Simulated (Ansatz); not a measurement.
ZrNH3ClF3: geometry relaxation

ZrNH3ClF3, computed with RKS PBE/def2-SVP (Ansatz 0.2.0).

The input holds or restrains some coordinates. It belongs to a series of runs on one base structure; here: pulled along the bonds that form and break, towards end B. Figures and captions count atoms from 1; the log counts them from 0 in places.

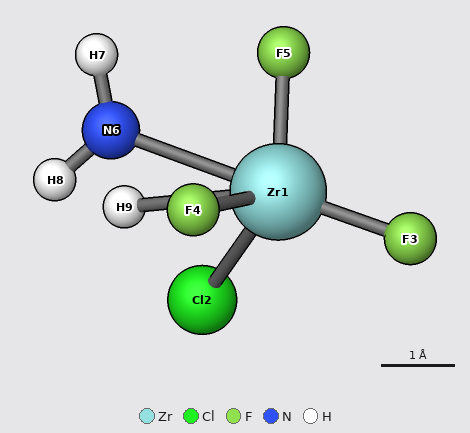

Fig. 1: The input geometry (ball-and-stick view, seen at a tilt; atoms are numbered from 1 in the order of the input). Sticks mark near contacts. Bond lengths as drawn: Cl–Zr 2.87 Å, F–Zr 1.98 Å, H–N 1.06 Å, H–Zr 2.61 Å and N–Zr 2.51 Å.

## Input file
```yaml
crystal:
  periodic: [false, false, false]
  atoms:
    - { symbol: Zr, position_ang: [0.0, 0.0, 0.0] }
    - { symbol: Cl, position_ang: [0.0, 0.0, 2.87] }
    - { symbol: F, position_ang: [1.8671, 0.0, -0.6593] }
    - { symbol: F, position_ang: [-0.9326, 1.6157, -0.6593] }
    - { symbol: F, position_ang: [-0.9326, -1.6157, -0.6593] }
    - { symbol: "N", position_ang: [-2.382, 0.0, 0.7915] }
    - { symbol: H, position_ang: [-3.102, -0.6071, 0.3052] }
    - { symbol: H, position_ang: [-2.6678, 0.6071, 1.612] }
    - { symbol: H, position_ang: [-1.622, 0.0, 2.0511] }
basis:
  gaussian: { orbitals: def2-SVP }
hamiltonian:
  xc: pbe
relax:
  f_tol: 0.15
  max_steps: 25
  restrain:
    - { distance: [0, 5], at: 2.21, k: 30.0 }
    - { distance: [8, 1], at: 1.37, k: 30.0 }
    - { distance: [0, 1], at: 3.72, k: 30.0 }
    - { distance: [8, 5], at: 2.26, k: 30.0 }
output:
  orbitals: {}
```

Run on 4 threads of INTEL XEON PLATINUM @ 2.10GHz (Emerald Rapids), 24 GiB of memory available, shared host.

Command:
```bash
ansatz run input.yaml --threads 4 --pin off --max-ram 5120MiB --backend cpu --events-out ev --progress --plain --runs-dir out
```

## Output
```
The last accepted step is kept in [file] (removed where the run ends without a failure and the disk answers)
Engine: ansatz 0.2.0, x86_64-unknown-linux-gnu
Functional definition: PBE
  parameter kappa = 0.804
  parameter beta = 0.06672455060314922
  exchange = pbe_x(kappa = kappa, mu = beta*pi^2/3)
  correlation = pbe_c(beta = beta)
1263 factors; their error is unknown
mean field evaluation 1: about -23458.5673 eV, gradient 8.6e1 eV
mean field evaluation 2: about -23145.0774 eV, gradient 3.6e2 eV
mean field evaluation 4: about -23468.8172 eV, gradient 4.8e1 eV
mean field evaluation 8: about -23473.0374 eV, gradient 5.9e-1 eV
mean field evaluation 16: about -23472.9784 eV, gradient 1.1e-3 eV
mean field -23472.97844600 eV, -862.6160473342 hartree, gradient 1.9e-5 eV, S^2 0.000000; 0 other end points of the search recorded, 0 dependent functions left out
the calculation of the forces begins
reference -23472.97852433 eV, -862.6160502128 hartree; 33, 33 occupied and 87, 87 virtual orbitals, 1263 factors
relax step   1: F+E_penalty+E_count = -23472.97844600 eV  Δ(F+E_penalty+E_count) = +0.000e0 eV  max|allowed force component| = 3.313e0 eV/Å  E_restraint = 24.52012748 eV  max|allowed force component, restraints' pulls added| = 2.457e1 eV/Å  Δτ_max = 0.0000 Å  (32 SCF iters, accepted)
  distance Zr 0 - N 5 = 2.5101 Å
  distance H 8 - Cl 1 = 1.8170 Å
  distance Zr 0 - Cl 1 = 2.8700 Å
  distance H 8 - N 5 = 1.4711 Å
these checks for a lower state are left out or cut short: starts, cluster_reference, orbital_swaps, neighbouring_geometries, increment
1263 factors; their error is unknown
mean field -23472.73400184 eV, -862.6070641771 hartree, gradient 1.9e-5 eV, S^2 0.000000; 0 other end points of the search recorded, 0 dependent functions left out
[... from here on the field's lines of each further geometry are left out, up to the last ...]
relax step   2: F+E_penalty+E_count = -23472.73400184 eV  Δ(F+E_penalty+E_count) = +2.444e-1 eV  max|allowed force component| = 2.891e0 eV/Å  E_restraint = 11.01373968 eV  max|allowed force component, restraints' pulls added| = 1.707e1 eV/Å  Δτ_max = 0.1949 Å  (36 SCF iters, accepted)
relax step   3: F+E_penalty+E_count = -23472.62994000 eV  Δ(F+E_penalty+E_count) = +1.041e-1 eV  max|allowed force component| = 3.040e0 eV/Å  E_restraint = 3.31980214 eV  max|allowed force component, restraints' pulls added| = 8.474e0 eV/Å  Δτ_max = 0.1949 Å  (37 SCF iters, accepted)
relax step   4: F+E_penalty+E_count = -23473.27443928 eV  Δ(F+E_penalty+E_count) = -6.445e-1 eV  max|allowed force component| = 2.441e0 eV/Å  E_restraint = 0.20706513 eV  max|allowed force component, restraints' pulls added| = 2.670e0 eV/Å  Δτ_max = 0.1946 Å  (37 SCF iters, accepted)
relax step   5: F+E_penalty+E_count = -23474.08069132 eV  Δ(F+E_penalty+E_count) = -8.063e-1 eV  max|allowed force component| = 1.522e0 eV/Å  E_restraint = 0.04004813 eV  max|allowed force component, restraints' pulls added| = 1.416e0 eV/Å  Δτ_max = 0.1947 Å  (34 SCF iters, accepted)
relax step   6: F+E_penalty+E_count = -23474.46862267 eV  Δ(F+E_penalty+E_count) = -3.879e-1 eV  max|allowed force component| = 1.385e0 eV/Å  E_restraint = 0.03243754 eV  max|allowed force component, restraints' pulls added| = 1.344e0 eV/Å  Δτ_max = 0.1951 Å  (34 SCF iters, accepted)
relax step   7: F+E_penalty+E_count = -23474.73049894 eV  Δ(F+E_penalty+E_count) = -2.619e-1 eV  max|allowed force component| = 1.373e0 eV/Å  E_restraint = 0.03468884 eV  max|allowed force component, restraints' pulls added| = 1.053e0 eV/Å  Δτ_max = 0.1997 Å  (35 SCF iters, accepted)
relax step   8: F+E_penalty+E_count = -23474.94450925 eV  Δ(F+E_penalty+E_count) = -2.140e-1 eV  max|allowed force component| = 1.167e0 eV/Å  E_restraint = 0.03949255 eV  max|allowed force component, restraints' pulls added| = 4.557e-1 eV/Å  Δτ_max = 0.2000 Å  (33 SCF iters, accepted)
relax step   9: F+E_penalty+E_count = -23475.01883964 eV  Δ(F+E_penalty+E_count) = -7.433e-2 eV  max|allowed force component| = 1.218e0 eV/Å  E_restraint = 0.04113830 eV  max|allowed force component, restraints' pulls added| = 4.520e-1 eV/Å  Δτ_max = 0.1985 Å  (34 SCF iters, accepted)
the calculation of the forces begins
reference -23475.04525463 eV, -862.6920011504 hartree; 33, 33 occupied and 87, 87 virtual orbitals, 1263 factors
relax step  10: F+E_penalty+E_count = -23475.04517624 eV  Δ(F+E_penalty+E_count) = -2.634e-2 eV  max|allowed force component| = 1.301e0 eV/Å  E_restraint = 0.04682262 eV  max|allowed force component, restraints' pulls added| = 9.332e-2 eV/Å  Δτ_max = 0.1217 Å  (34 SCF iters, accepted)
  distance Zr 0 - N 5 = 2.1631 Å
  distance H 8 - Cl 1 = 1.3431 Å
  distance Zr 0 - Cl 1 = 3.7266 Å
  distance H 8 - N 5 = 2.2474 Å
1263 factors; their error is unknown
mean field evaluation 96: about -23475.0452 eV, gradient 2.0e-5 eV
```

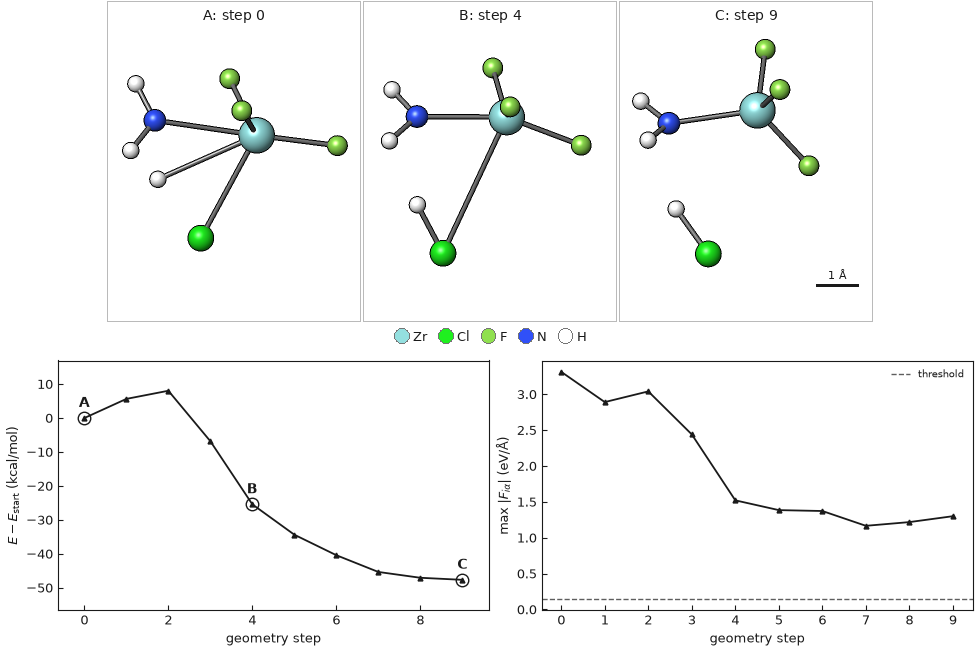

Fig. 2: Frames of the restrained relaxation (ball-and-stick view, seen on its broad side) above the curves, on which the letters mark them (the first geometry is step 0 here and step 1 in the log).

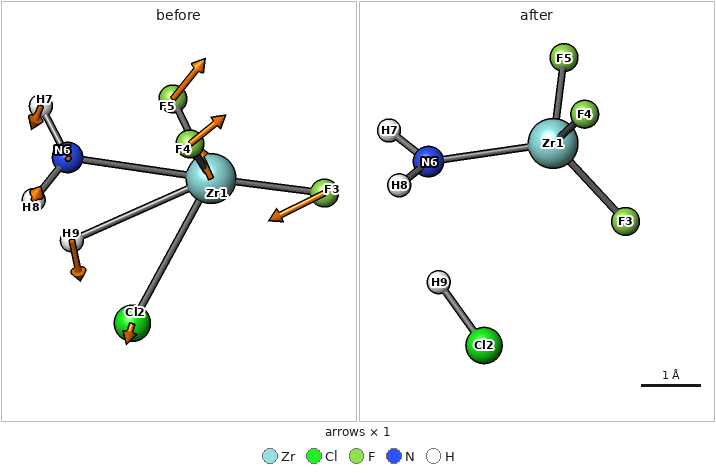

Fig. 3: Before (left) and after (right) the restrained relaxation, at one scale (ball-and-stick view, seen on its broad side). The orange arrows give the displacements, at true length. The largest move after the best rigid fit is that of F3, 1.10 Å. Largest moves by element: F 1.10 Å, H 0.91 Å, Zr 0.70 Å, Cl 0.40 Å, N 0.10 Å. Among the contacts that change: Zr1–Cl2 2.870 → 3.727 Å, Zr1–H9 2.615 → 3.190 Å, Cl2–H9 1.817 → 1.343 Å, Zr1–N6 2.510 → 2.163 Å. New bonds form: Cl2–H9 (1.82 → 1.34 Å). Bonds break: Zr1–Cl2 (2.87 → 3.73 Å). Among the angles that change: F3–Zr1–N6 178.9° → 123.4°, F4–Zr1–N6 70.0° → 107.2°, F5–Zr1–N6 70.0° → 103.0°. Over 9 geometry steps the energy falls by 47.7 kcal/mol. Largest force component: 3.3 eV/Å at the start, 1.3 eV/Å at the end. (Atoms are counted from 1 in the order of the input.)

```
mean field -23475.04517624 eV, -862.6919982697 hartree, gradient 2.0e-5 eV, S^2 0.000000; 1 other end points of the search recorded, 0 dependent functions left out
the calculation of the forces begins
reference -23475.04525463 eV, -862.6920011504 hartree; 33, 33 occupied and 87, 87 virtual orbitals, 1263 factors
Total energy: -23475.04525463 eV, -862.6920011504 hartree
Atom 0 at    -0.538444     0.038382    -0.426064 Å, force    -1.230548    -0.122435     0.525937 eV/Å
Atom 1 at     0.044223     0.140750     3.253291 Å, force    -0.634417    -0.267578    -0.165528 eV/Å
Atom 2 at     1.244196    -0.056238     0.257703 Å, force     0.011658    -0.027129     0.058652 eV/Å
Atom 3 at    -0.620738     1.659087    -1.426543 Å, force     0.005173     0.047853     0.004640 eV/Å
Atom 4 at    -0.776658    -1.458774    -1.580969 Å, force     0.024149     0.026783     0.016404 eV/Å
Atom 5 at    -2.299644    -0.028834     0.828058 Å, force     1.300702    -0.025660    -0.475954 eV/Å
Atom 6 at    -3.017484    -0.763425     0.778530 Å, force     0.043718    -0.001327    -0.021235 eV/Å
Atom 7 at    -2.722644     0.795239     1.272679 Å, force     0.007054     0.009328     0.031831 eV/Å
Atom 8 at    -1.084707    -0.326187     2.695216 Å, force     0.472512     0.360166     0.025253 eV/Å
Dipole moment:    -0.608429    -0.065308     0.086887 e Å
```

## Trajectory as extended XYZ (Å, eV, eV/Å), 10 frames, from step=1 to step=10
```
9
Properties=species:S:1:pos:R:3:forces:R:3 step=1 energy=-23472.97845
Zr    0.0000    0.0000    0.0000   -3.3129   0.1920   0.3492
Cl    0.0000    0.0000    2.8700   -0.3141   0.2023  -1.8555
F     1.8671    0.0000   -0.6593   -1.4144   0.0031   0.5508
F    -0.9326    1.6157   -0.6593    2.0004  -1.1299   0.0325
F    -0.9326   -1.6157   -0.6593    1.6081   1.2441   0.1208
N    -2.3820    0.0000    0.7915    2.5498   1.0782   2.7304
H    -3.1020   -0.6071    0.3052    0.6816   0.1540   1.7532
H    -2.6678    0.6071    1.6120   -1.7260   0.4874  -1.9437
H    -1.6220    0.0000    2.0511   -0.0726  -2.2313  -1.7378
9
Properties=species:S:1:pos:R:3:forces:R:3 step=2 energy=-23472.73400
Zr   -0.0804    0.0016   -0.1416   -1.9931   0.1084   1.7812
Cl   -0.0700    0.0021    3.0024   -0.9679   0.1561  -1.8014
F     1.8487    0.0000   -0.6544   -1.4821  -0.0005   0.4560
F    -0.9213    1.6194   -0.6678    1.2703   0.3805  -0.8058
F    -0.9253   -1.6175   -0.6666    0.8214  -0.1281  -0.7271
N    -2.3656    0.0258    0.7010    1.7344   1.1376   2.8913
H    -3.0984   -0.6122    0.3149    0.4393  -0.0132   1.1637
H    -2.6760    0.6031    1.5774   -0.5504  -0.5192  -2.3852
H    -1.4836   -0.0223    2.1866    0.7281  -1.1216  -0.5728
9
Properties=species:S:1:pos:R:3:forces:R:3 step=3 energy=-23472.62994
Zr   -0.1600    0.0040   -0.2466   -0.6608  -0.0035   2.1679
Cl   -0.1216    0.0014    3.1197   -1.1436   0.0825  -1.4308
F     1.8221    0.0000   -0.6473   -1.6775  -0.0037   0.4895
F    -0.9088    1.6408   -0.6898    0.6958   1.7324  -1.2481
F    -0.9205   -1.6335   -0.6867    0.1600  -1.3039  -1.2142
N    -2.3533    0.0540    0.6020    1.0161   1.0141   3.0404
H    -3.0953   -0.6164    0.3248    0.3897  -0.1950   0.7053
H    -2.6702    0.5844    1.5358    0.1181  -0.8346  -2.7053
H    -1.3642   -0.0347    2.3401    1.1022  -0.4883   0.1954
9
Properties=species:S:1:pos:R:3:forces:R:3 step=4 energy=-23473.27444
Zr   -0.2670    0.0099   -0.3325   -0.5945   0.0454   1.4830
Cl   -0.1536   -0.0015    3.2797   -0.4919   0.0515  -0.7544
F     1.7284   -0.0011   -0.6176   -1.4758  -0.0024   0.4960
F    -0.8606    1.7373   -0.7728    0.5876   1.0823  -0.9654
F    -0.9142   -1.6979   -0.7737    0.1164  -0.7924  -1.0656
N    -2.3120    0.0549    0.5568    0.4461   0.5583   2.4405
H    -3.0615   -0.6336    0.3551    0.5237  -0.2080   0.3225
H    -2.6643    0.5811    1.4489    0.4152  -0.4901  -2.1061
H    -1.2670   -0.0490    2.5080    0.4731  -0.2445   0.1496
9
Properties=species:S:1:pos:R:3:forces:R:3 step=5 energy=-23474.08069
Zr   -0.3464    0.0196   -0.3358   -1.4894   0.0683   0.6108
Cl   -0.1245    0.0039    3.3559   -0.4125  -0.0019  -0.6248
F     1.5994   -0.0036   -0.5290   -0.3942  -0.0118   0.4648
F    -0.7497    1.8076   -0.9166    0.3766  -0.2799  -0.3970
F    -0.8808   -1.7162   -0.9528    0.2256   0.3329  -0.5136
N    -2.2973    0.0195    0.6348    0.4205   0.9021   1.5216
H    -3.0065   -0.7123    0.4516    0.3500  -0.0363   0.2732
H    -2.7406    0.6909    1.3514    0.6119  -0.8629  -1.4157
H    -1.2257   -0.1093    2.5924    0.3115  -0.1104   0.0807
9
Properties=species:S:1:pos:R:3:forces:R:3 step=6 energy=-23474.46862
Zr   -0.4086    0.0301   -0.3568   -1.3854   0.1327   0.0959
Cl   -0.0789    0.0139    3.3442   -0.6121  -0.1273  -0.6088
F     1.5342   -0.0054   -0.3615   -0.2965  -0.0285   0.4797
F    -0.6817    1.8074   -1.0742    0.1701  -0.7278  -0.0748
F    -0.8564   -1.6765   -1.1422    0.2017   0.6866  -0.1145
N    -2.3039    0.0246    0.6987    0.2315   0.8768   1.0288
H    -2.9536   -0.7864    0.6129    0.3589   0.4127   0.2084
H    -2.8008    0.7928    1.2753    0.8296  -1.3444  -1.1186
H    -1.2221   -0.2004    2.6554    0.5021   0.1192   0.1038
9
Properties=species:S:1:pos:R:3:forces:R:3 step=7 energy=-23474.73050
Zr   -0.4423    0.0507   -0.3950   -1.3730   0.0460   0.3659
Cl   -0.0411    0.0154    3.3029   -0.7075  -0.1502  -0.4740
F     1.4758   -0.0153   -0.1707   -0.2239  -0.0109   0.3651
F    -0.6597    1.7727   -1.2241    0.0888  -0.4581  -0.0760
F    -0.8665   -1.6103   -1.2577    0.1557   0.4291  -0.1404
N    -2.2911    0.0254    0.7368    0.3922   0.6048   0.6543
H    -2.9228   -0.8001    0.6650    0.3150   0.4266   0.1239
H    -2.7967    0.7821    1.2957    0.7177  -1.0527  -0.8727
H    -1.2275   -0.2206    2.6990    0.6352   0.1652   0.0538
9
Properties=species:S:1:pos:R:3:forces:R:3 step=8 energy=-23474.94451
Zr   -0.4871    0.0622   -0.4003   -1.1666  -0.0621   0.3000
Cl   -0.0053    0.0231    3.2946   -0.6397  -0.1926  -0.2978
F     1.3954    0.0044   -0.0022   -0.1897   0.0065   0.2787
F    -0.6446    1.6864   -1.4038    0.0066  -0.2454   0.0573
F    -0.8236   -1.5304   -1.4026    0.0706   0.2556   0.0079
N    -2.2797    0.0165    0.8173    0.8598   0.1977  -0.1020
H    -2.9445   -0.7696    0.7010    0.1773   0.2449   0.0774
H    -2.7823    0.8004    1.2851    0.3186  -0.4557  -0.2862
H    -1.2002   -0.2929    2.7629    0.5633   0.2511  -0.0353
9
Properties=species:S:1:pos:R:3:forces:R:3 step=9 energy=-23475.01884
Zr   -0.5217    0.0529   -0.4265   -0.8135  -0.0180   0.7862
Cl    0.0522    0.0242    3.2552   -0.6913  -0.1907  -0.1731
F     1.3132    0.0053    0.1785   -0.4520   0.0094  -0.0419
F    -0.6455    1.6552   -1.4564    0.0057  -0.0555   0.0010
F    -0.8026   -1.5004   -1.4916    0.0283   0.0370  -0.0418
N    -2.2828    0.0096    0.8348    1.2184  -0.1380  -0.5216
H    -2.9620   -0.7595    0.7254    0.0750   0.1068   0.0436
H    -2.7667    0.8020    1.2750    0.0446   0.0016  -0.0162
H    -1.1560   -0.2893    2.7574    0.5850   0.2475  -0.0361
9
Properties=species:S:1:pos:R:3:forces:R:3 step=10 energy=-23475.04518
Zr   -0.5384    0.0384   -0.4261   -1.2305  -0.1224   0.5259
Cl    0.0442    0.1407    3.2533   -0.6344  -0.2676  -0.1655
F     1.2442   -0.0562    0.2577    0.0117  -0.0271   0.0587
F    -0.6207    1.6591   -1.4265    0.0052   0.0479   0.0046
F    -0.7767   -1.4588   -1.5810    0.0241   0.0268   0.0164
N    -2.2996   -0.0288    0.8281    1.3007  -0.0257  -0.4760
H    -3.0175   -0.7634    0.7785    0.0437  -0.0013  -0.0212
H    -2.7226    0.7952    1.2727    0.0071   0.0093   0.0318
H    -1.0847   -0.3262    2.6952    0.4725   0.3602   0.0253
```

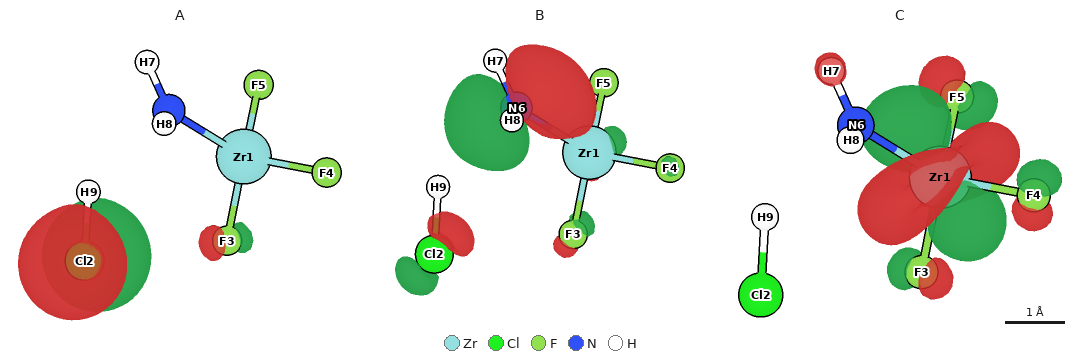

Fig. 4: Three frontier orbitals at ±0.15 Å⁻³ᐟ² (green and red are the two phases). A is the HOMO−1 (−7.42 eV). B is the HOMO (−6.46 eV). C is the LUMO (−2.32 eV). By Hirshfeld shares it lies mainly on Zr1 (75 %) and F5 (10 %). The HOMO–LUMO gap is 4.14 eV between the orbital energies.

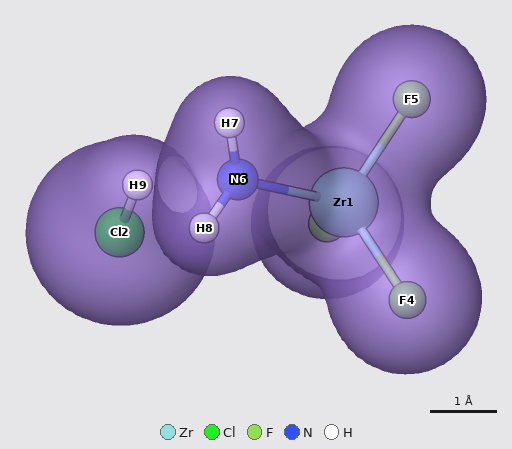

Fig. 5: Isosurface of the total electron density at 0.1 e/Å³ (purple), seen from the side. At this value the surface is in one piece. It is pinched off along the Zr···Cl (3.73 Å) contacts. On the grid the lowest density along these lines, outside the cores, is 0.04 e/Å³ (Zr···Cl, 3.73 Å), 0.88 e/Å³ (Zr–F, 1.91 Å), 0.63 e/Å³ (Zr–N, 2.16 Å) and 2.1 e/Å³ (N–H, 1.03 Å).

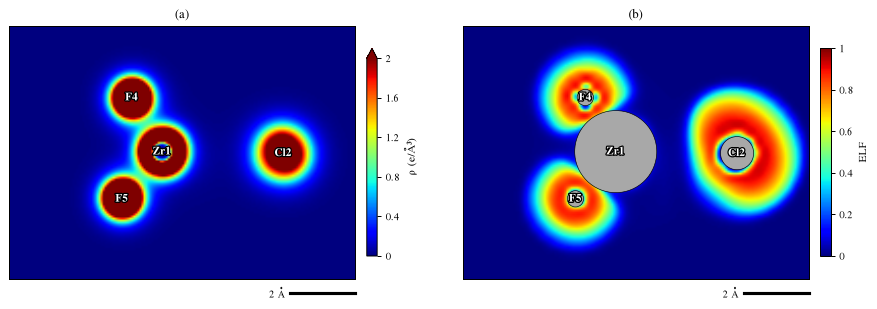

Fig. 6: (a) electron density; (b) ELF on the plane of atoms F4, Zr1 and F5. Grey discs, where drawn, cover atomic cores. Zr–F (1.91 Å): ρ at the midpoint is about 0.93 e/Å³; the ELF peaks at about 0.85 in the valence shell of F, 0.5 Å from its nucleus, and drops to about 0.20 between the two atoms.

## Key numbers

```tsv
quantity	value
outcome	converged under the restraints of the input
total energy	−23475.0453 eV
mean-field energy	−23475.0453 eV
largest force (length of the vector) at the end, held atoms and coordinates included	1.385 eV/Å
wall time	12 s (CPU time 43 s)
peak memory	0.19 GiB
```
